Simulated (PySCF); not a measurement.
**Geometry relaxation of C2H13NOSi3**

C2H13NOSi3, SMILES CCO[SiH2]N([SiH3])[SiH3], computed with PBE0-D3(BJ)/def2-SVP geometry optimisation, gas phase (PySCF 2.14.0).

It belongs to a series of runs on one base structure; here: H on Si replaced by OC2H5.

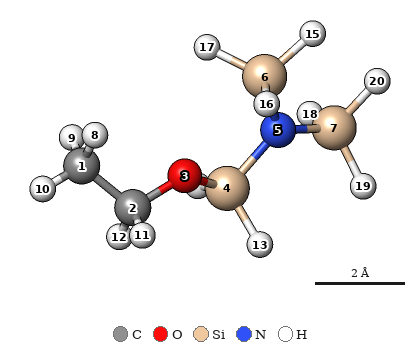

The structure as given in the input (ball-and-stick view, seen at a tilt; atoms are numbered from 1 in the order of the input). Bond lengths as drawn: C–C 1.52 Å, C–H 1.06 to 1.12 Å, C–O 1.41 Å, H–Si 1.45 to 1.49 Å, N–Si 1.73 to 1.75 Å and O–Si 1.58 Å.

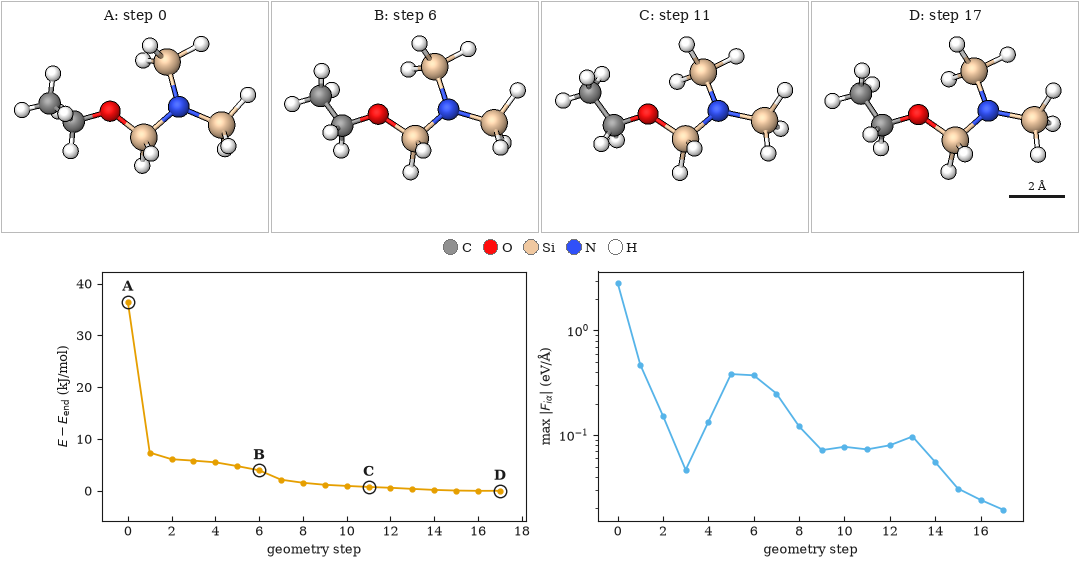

Frames of the relaxation (ball-and-stick view, seen at a tilt) above the curves, on which the letters mark them (steps are counted from 0).

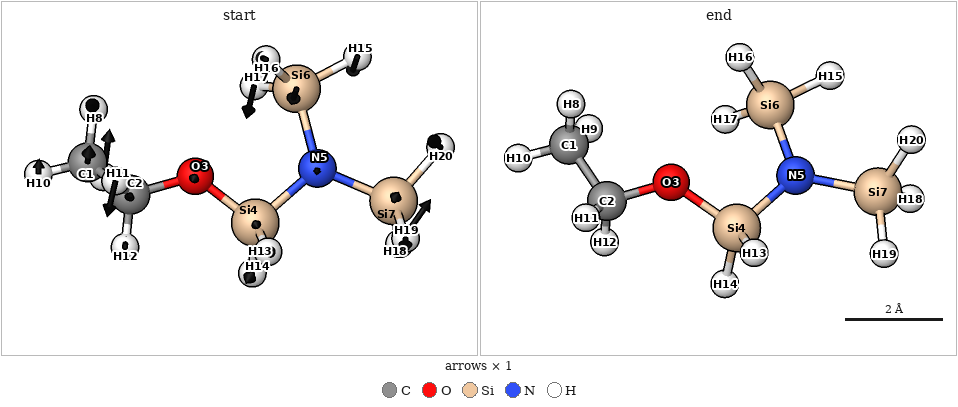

Before (left) and after (right) the relaxation, at one scale (ball-and-stick view, seen at a tilt). The black arrows give the displacements, at true length. The atom that moves furthest after the best rigid fit is H18 (1.15 Å). By element the largest moves are H 1.15 Å, Si 0.61 Å, C 0.49 Å, O 0.24 Å, N 0.15 Å. Among the contacts that change: O3–Si4 1.576 → 1.662 Å, C1–H10 1.059 → 1.100 Å, Si6–H15 1.458 → 1.498 Å, Si6–H16 1.453 → 1.491 Å. Among the angles that change: Si4–N5–Si7 115.8° → 122.2°, Si6–N5–Si7 125.9° → 119.9°, O3–Si4–H14 114.1° → 108.3°. The energy falls by 36.5 kJ/mol in 17 geometry steps. The largest force component goes from 2.9 to 0.019 eV/Å. (Atoms are counted from 1 in the order of the input.)

The input and output of the run follow.

**Input**
```
{"job": {"xc": "PBE0", "basis": "def2-SVP", "d3": "d3bj", "grid": 1, "shake": 0.01, "kind": "geom"}, "charge": 0, "multiplicity": 1}
C      3.137340     0.571280    -0.440080
C      2.271750    -0.675250    -0.376070
O      0.899240    -0.347400    -0.414510
Si    -0.222560    -0.926990     0.529350
N     -1.615920    -0.012710    -0.010990
Si    -1.361090     1.252130    -1.193660
Si    -3.104070    -0.364370     0.791020
H      2.879030     1.159640    -1.347290
H      2.909630     1.228850     0.439210
H      4.171580     0.343180    -0.451210
H      2.486780    -1.320870    -1.223800
H      2.517700    -1.229140     0.545030
H     -0.493740    -2.352820     0.293590
H      0.020050    -0.699970     1.960710
H     -2.675590     1.848420    -1.400650
H     -0.871040     0.673440    -2.432590
H     -0.422220     2.263130    -0.677580
H     -3.051360     0.067180     2.198420
H     -3.330820    -1.817390     0.747130
H     -4.195690     0.355060     0.084370
```

The first line tells a small driver script what to run in PySCF; the rest is the geometry in Å.

Command:
```bash
OMP_NUM_THREADS=1 python <driver script> task.json out
```

**What the program printed**
```
step   0  E = -1081.53125886  max force = 0.055533
step   1  E = -1081.54235127  max force = 0.009138
step   2  E = -1081.54283880  max force = 0.002965
step   3  E = -1081.54294376  max force = 0.000902
step   4  E = -1081.54306668  max force = 0.002601
step   5  E = -1081.54334456  max force = 0.007448
step   6  E = -1081.54365409  max force = 0.007248
step   7  E = -1081.54434479  max force = 0.004854
step   8  E = -1081.54457039  max force = 0.002354
step   9  E = -1081.54471944  max force = 0.001394
step  10  E = -1081.54480259  max force = 0.001502
step  11  E = -1081.54487778  max force = 0.001417
step  12  E = -1081.54493945  max force = 0.001552
step  13  E = -1081.54502069  max force = 0.001882
step  14  E = -1081.54509577  max force = 0.001073
step  15  E = -1081.54514283  max force = 0.000599
step  16  E = -1081.54516401  max force = 0.000466
step  17  E = -1081.54516249  max force = 0.000375
optimisation converged
```

**Trajectory as extended XYZ (Å, eV, eV/Å), 5 of the 18 frames kept, from step=0 to step=17**
```
20
Properties=species:S:1:pos:R:3:forces:R:3 step=0 energy=-29429.96458
C     3.1373    0.5713   -0.4401   -2.1924   0.9738   0.2221
C     2.2717   -0.6753   -0.3761    0.2485   0.5581   0.1627
O     0.8992   -0.3474   -0.4145    2.7555   1.0209  -1.5509
Si   -0.2226   -0.9270    0.5293   -2.8556  -0.4378   0.8853
N    -1.6159   -0.0127   -0.0110    0.4527  -0.2253   0.2744
Si   -1.3611    1.2521   -1.1937    0.0812  -0.4108   0.6948
Si   -3.1041   -0.3644    0.7910   -0.2602   0.3831  -0.3721
H     2.8790    1.1596   -1.3473    0.1582  -0.2159   0.2557
H     2.9096    1.2288    0.4392    0.2286  -0.3802  -0.4761
H     4.1716    0.3432   -0.4512    1.4644  -0.3961  -0.0050
H     2.4868   -1.3209   -1.2238    0.1476  -0.4051  -0.3816
H     2.5177   -1.2291    0.5450   -0.0262  -0.1626   0.0740
H    -0.4937   -2.3528    0.2936    0.0835  -0.5576   0.0581
H     0.0200   -0.7000    1.9607    0.2586   0.0121   0.5081
H    -2.6756    1.8484   -1.4006   -0.5880   0.4010  -0.1887
H    -0.8710    0.6734   -2.4326    0.2753  -0.1245  -0.7544
H    -0.4222    2.2631   -0.6776    0.2344   0.3654  -0.0013
H    -3.0514    0.0672    2.1984   -0.1070   0.0751   0.4864
H    -3.3308   -1.8174    0.7471   -0.1755  -0.4788   0.0875
H    -4.1957    0.3551    0.0844   -0.1835   0.0051   0.0209
20
Properties=species:S:1:pos:R:3:forces:R:3 step=4 energy=-29430.28589
C     3.1121    0.6356   -0.5820   -0.1027   0.0111  -0.0103
C     2.3415   -0.6452   -0.3600    0.0203   0.0382   0.0147
O     0.9577   -0.3939   -0.4421    0.1338   0.0273  -0.0772
Si   -0.2386   -1.0170    0.5175   -0.1038  -0.0871   0.0658
N    -1.6212   -0.0616    0.0679   -0.0124  -0.0022   0.0201
Si   -1.3598    1.2434   -1.0937   -0.0285  -0.0185   0.0632
Si   -3.1739   -0.3616    0.8277    0.0540   0.0290  -0.0487
H     2.8588    1.0707   -1.5604    0.0008  -0.0046   0.0029
H     2.8628    1.3747    0.1940    0.0049   0.0018  -0.0045
H     4.1936    0.4484   -0.5529    0.0813  -0.0145   0.0007
H     2.6172   -1.3971   -1.1203   -0.0018  -0.0147  -0.0155
H     2.6052   -1.0764    0.6251   -0.0107   0.0029   0.0075
H    -0.4698   -2.4718    0.2570   -0.0115   0.0096  -0.0065
H     0.1294   -0.8643    1.9616   -0.0026   0.0061  -0.0018
H    -2.6854    1.9136   -1.2573   -0.0055   0.0167  -0.0119
H    -0.9167    0.7360   -2.4233    0.0069   0.0061  -0.0116
H    -0.3837    2.2561   -0.5954    0.0058   0.0055  -0.0114
H    -3.1978    0.1142    2.2464   -0.0176   0.0086   0.0047
H    -3.4439   -1.8330    0.8447    0.0024  -0.0080   0.0126
H    -4.2417    0.3388    0.0592   -0.0131  -0.0133   0.0073
20
Properties=species:S:1:pos:R:3:forces:R:3 step=8 energy=-29430.32680
C     3.0227    0.4952   -1.0671    0.0524   0.0153   0.0208
C     2.3429   -0.4105   -0.0685   -0.0285  -0.0435   0.0478
O     0.9912   -0.5684   -0.4277   -0.0125   0.0344  -0.1211
Si   -0.2748   -1.2242    0.4193   -0.0178  -0.0246   0.0698
N    -1.5723   -0.0940    0.1560   -0.0018   0.0072  -0.0089
Si   -1.2004    1.4289   -0.6448    0.0237   0.0266   0.0033
Si   -3.2074   -0.4470    0.6722   -0.0257  -0.0261   0.0217
H     2.9386    0.0772   -2.0808    0.0045  -0.0050  -0.0069
H     2.5560    1.4915   -1.0690   -0.0021  -0.0035   0.0032
H     4.0910    0.6094   -0.8223   -0.0490  -0.0012  -0.0121
H     2.8453   -1.3959   -0.0465   -0.0024   0.0146  -0.0041
H     2.4188    0.0125    0.9510    0.0187  -0.0024   0.0024
H    -0.6437   -2.5723   -0.1015    0.0123  -0.0021  -0.0066
H     0.1068   -1.3551    1.8624    0.0033   0.0228  -0.0063
H    -2.4630    2.2330   -0.5956    0.0017  -0.0165   0.0013
H    -0.8093    1.2514   -2.0734    0.0018   0.0053   0.0087
H    -0.1374    2.2013    0.0651    0.0080  -0.0131   0.0050
H    -3.5977    0.3120    1.9004    0.0100   0.0166  -0.0122
H    -3.2707   -1.9080    0.9899    0.0002   0.0075   0.0001
H    -4.1908   -0.1273   -0.4053    0.0032  -0.0125  -0.0061
20
Properties=species:S:1:pos:R:3:forces:R:3 step=13 energy=-29430.33906
C     3.0400    0.5093   -0.9757   -0.0048   0.0051   0.0217
C     2.3368   -0.5780   -0.1986   -0.0412   0.0022  -0.0968
O     0.9616   -0.5712   -0.5195    0.0723  -0.0199   0.0801
Si   -0.2594   -1.1435    0.4546   -0.0402  -0.0550   0.0070
N    -1.5816   -0.0618    0.1357   -0.0060   0.0447   0.0298
Si   -1.2314    1.4697   -0.6644   -0.0364  -0.0535   0.0094
Si   -3.2129   -0.4330    0.6589    0.0293  -0.0010  -0.0241
H     2.9102    0.3541   -2.0566    0.0036  -0.0076  -0.0079
H     2.6229    1.4953   -0.7217    0.0121   0.0029   0.0088
H     4.1169    0.5139   -0.7482   -0.0060   0.0037  -0.0099
H     2.7710   -1.5644   -0.4484   -0.0081   0.0125   0.0085
H     2.4796   -0.4303    0.8890    0.0044   0.0094  -0.0023
H    -0.6510   -2.5458    0.1257    0.0128   0.0046  -0.0204
H     0.2287   -1.1105    1.8717   -0.0188   0.0282  -0.0056
H    -2.5038    2.2570   -0.6017    0.0002  -0.0044   0.0016
H    -0.8549    1.2986   -2.0967    0.0146   0.0121   0.0053
H    -0.1692    2.2395    0.0474    0.0188   0.0019  -0.0024
H    -3.6823    0.5072    1.7218   -0.0060   0.0026  -0.0109
H    -3.1960   -1.8194    1.2195   -0.0011   0.0041   0.0063
H    -4.1792   -0.3773   -0.4794    0.0003   0.0075   0.0020
20
Properties=species:S:1:pos:R:3:forces:R:3 step=17 energy=-29430.34292
C     3.0050    0.5137   -0.9961    0.0045  -0.0009   0.0005
C     2.3452   -0.6132   -0.2369    0.0004  -0.0086   0.0035
O     0.9556   -0.5823   -0.4592   -0.0041   0.0122  -0.0113
Si   -0.2593   -1.1364    0.5297   -0.0006  -0.0047  -0.0035
N    -1.5731   -0.0565    0.1741    0.0024   0.0078   0.0193
Si   -1.1917    1.4684   -0.6212    0.0050   0.0043  -0.0071
Si   -3.2284   -0.4226    0.6131   -0.0033  -0.0030  -0.0045
H     2.7931    0.4266   -2.0720   -0.0035   0.0021   0.0014
H     2.6263    1.4872   -0.6507    0.0000  -0.0004   0.0014
H     4.0958    0.4921   -0.8523   -0.0002  -0.0019  -0.0015
H     2.7513   -1.5857   -0.5715    0.0019  -0.0010   0.0032
H     2.5661   -0.5281    0.8446   -0.0012   0.0027   0.0003
H    -0.6476   -2.5455    0.2280    0.0013  -0.0013   0.0012
H     0.2178   -1.0592    1.9479    0.0003  -0.0023  -0.0001
H    -2.4612    2.2622   -0.5933   -0.0001   0.0002   0.0000
H    -0.7739    1.3010   -2.0423   -0.0032   0.0002  -0.0012
H    -0.1414    2.2313    0.1170   -0.0002  -0.0021   0.0005
H    -3.7703    0.5657    1.5943    0.0011  -0.0002   0.0001
H    -3.2376   -1.7790    1.2425   -0.0003  -0.0010  -0.0018
H    -4.1258   -0.4303   -0.5821   -0.0002  -0.0022  -0.0004
```

**Results in brief**

| quantity | value |
| --- | --- |
| outcome | converged |
| total energy | −1081.545162 hartree |
| dipole moment | 1.48 D |
| point group | C1 |
| hardware | 1 CPU thread, shared host |
| wall time | 8.3 min |
| peak memory | 0.73 GiB |
